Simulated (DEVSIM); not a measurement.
Device: illuminated Si n-on-p cell, one wavelength, with a back-surface field, at 300 K.

| layer (left to right) | material | thickness (μm) | Nd (cm⁻³) | Na (cm⁻³) | τn (s) | τp (s) | absorption coefficient (cm⁻¹) |
|---|---|---|---|---|---|---|---|
| 1 | Si | 0.660 | 3.3e18 | - | 9.8e-6 | 2.4e-6 | 11000 |
| 2 | Si | 130 | - | 1.1e17 | 1.1e-5 | 1.1e-5 | 11000 |
| 3 | Si | 1.70 | - | 2.3e18 | 1.1e-5 | 1.1e-5 | 11000 |

Left contact: ohmic, minority hole recombination velocity 4000 cm/s. Right contact: ohmic, minority electron recombination velocity 20 cm/s. Voltage is applied to the left contact. Recombination: SRH at mid-gap, radiative, Auger. Light enters at the left, 2.9e17 photons cm⁻² s⁻¹, one pass, no reflection. Mobility is μmin + (μ − μmin)/(1 + (N/Nref)^α).

The device is made up for the run: typed textbook-type constants, with dimensions and the other settings drawn at random. Values at 300 K.

```csv
parameter,Si
gap (eV),1.124
affinity (eV),4.05
permittivity,11.7
Nc (cm⁻³),2.86e19
Nv (cm⁻³),3.1e19
μn (cm²/Vs),1417
μp (cm²/Vs),470
"μn,min",52
"μp,min",45
"Nref,n",9.7e16
"Nref,p",2.2e17
αn,0.68
αp,0.72
B (cm³/s),4.7e-15
Cn (cm⁶/s),2.8e-31
Cp (cm⁶/s),9.9e-32
```

Model (solved in DEVSIM): 1D drift-diffusion, Boltzmann statistics, complete ionisation; no tunnelling, impact ionisation, image-force lowering or self-heating.

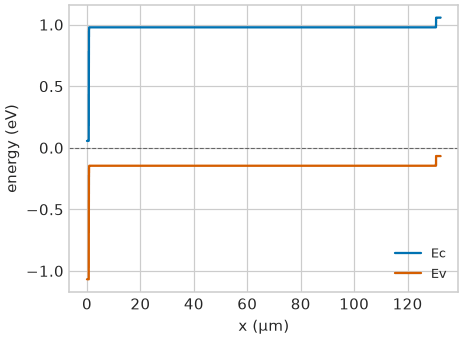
Band edges at zero bias, in the dark

Energies count from the Fermi level of the right contact; mesh points crowd at the junctions.

```json
[
 {"x (μm)": "0.000", "Ec (eV)": "0.056", "Ev (eV)": "-1.068", "n (cm⁻³)": "3.3e18", "p (cm⁻³)": "< 1e2", "field (V/cm)": "≈ 0"},
 {"x (μm)": "0.05782", "Ec (eV)": "0.056", "Ev (eV)": "-1.068", "n (cm⁻³)": "3.3e18", "p (cm⁻³)": "< 1e2", "field (V/cm)": "≈ 0"},
 {"x (μm)": "0.2444", "Ec (eV)": "0.056", "Ev (eV)": "-1.068", "n (cm⁻³)": "3.3e18", "p (cm⁻³)": "< 1e2", "field (V/cm)": "≈ 0"},
 {"x (μm)": "0.5310", "Ec (eV)": "0.056", "Ev (eV)": "-1.068", "n (cm⁻³)": "3.3e18", "p (cm⁻³)": "< 1e2", "field (V/cm)": "≈ 0"},
 {"x (μm)": "0.6530", "Ec (eV)": "0.059", "Ev (eV)": "-1.065", "n (cm⁻³)": "2.9e18", "p (cm⁻³)": "< 1e2", "field (V/cm)": "16000"},
 {"x (μm)": "0.6999", "Ec (eV)": "0.652", "Ev (eV)": "-0.472", "n (cm⁻³)": "3.1e8", "p (cm⁻³)": "3.7e11", "field (V/cm)": "100000"},
 {"x (μm)": "0.8625", "Ec (eV)": "0.978", "Ev (eV)": "-0.146", "n (cm⁻³)": "1100", "p (cm⁻³)": "1.1e17", "field (V/cm)": "≈ 0"},
 {"x (μm)": "1.843", "Ec (eV)": "0.978", "Ev (eV)": "-0.146", "n (cm⁻³)": "1100", "p (cm⁻³)": "1.1e17", "field (V/cm)": "≈ 0"},
 {"x (μm)": "4.912", "Ec (eV)": "0.978", "Ev (eV)": "-0.146", "n (cm⁻³)": "1100", "p (cm⁻³)": "1.1e17", "field (V/cm)": "≈ 0"},
 {"x (μm)": "15.79", "Ec (eV)": "0.978", "Ev (eV)": "-0.146", "n (cm⁻³)": "1100", "p (cm⁻³)": "1.1e17", "field (V/cm)": "≈ 0"},
 {"x (μm)": "52.17", "Ec (eV)": "0.978", "Ev (eV)": "-0.146", "n (cm⁻³)": "1100", "p (cm⁻³)": "1.1e17", "field (V/cm)": "≈ 0"},
 {"x (μm)": "115.1", "Ec (eV)": "0.978", "Ev (eV)": "-0.146", "n (cm⁻³)": "1100", "p (cm⁻³)": "1.1e17", "field (V/cm)": "≈ 0"},
 {"x (μm)": "126.3", "Ec (eV)": "0.978", "Ev (eV)": "-0.146", "n (cm⁻³)": "1100", "p (cm⁻³)": "1.1e17", "field (V/cm)": "≈ 0"},
 {"x (μm)": "129.4", "Ec (eV)": "0.978", "Ev (eV)": "-0.146", "n (cm⁻³)": "1100", "p (cm⁻³)": "1.1e17", "field (V/cm)": "≈ 0"},
 {"x (μm)": "130.4", "Ec (eV)": "0.978", "Ev (eV)": "-0.146", "n (cm⁻³)": "1100", "p (cm⁻³)": "1.1e17", "field (V/cm)": "≈ 0"},
 {"x (μm)": "130.6", "Ec (eV)": "0.980", "Ev (eV)": "-0.144", "n (cm⁻³)": "1000", "p (cm⁻³)": "1.2e17", "field (V/cm)": "1100"},
 {"x (μm)": "130.7", "Ec (eV)": "1.055", "Ev (eV)": "-0.069", "n (cm⁻³)": "< 1e2", "p (cm⁻³)": "2.1e18", "field (V/cm)": "7000"},
 {"x (μm)": "130.7", "Ec (eV)": "1.057", "Ev (eV)": "-0.067", "n (cm⁻³)": "< 1e2", "p (cm⁻³)": "2.3e18", "field (V/cm)": "≈ 0"},
 {"x (μm)": "131.2", "Ec (eV)": "1.057", "Ev (eV)": "-0.067", "n (cm⁻³)": "< 1e2", "p (cm⁻³)": "2.3e18", "field (V/cm)": "≈ 0"},
 {"x (μm)": "132.0", "Ec (eV)": "1.057", "Ev (eV)": "-0.067", "n (cm⁻³)": "< 1e2", "p (cm⁻³)": "2.3e18", "field (V/cm)": "≈ 0"},
 {"x (μm)": "132.3", "Ec (eV)": "1.057", "Ev (eV)": "-0.067", "n (cm⁻³)": "< 1e2", "p (cm⁻³)": "2.3e18", "field (V/cm)": "≈ 0"},
 {"x (μm)": "132.4", "Ec (eV)": "1.057", "Ev (eV)": "-0.067", "n (cm⁻³)": "< 1e2", "p (cm⁻³)": "2.3e18", "field (V/cm)": "≈ 0"}
]
```
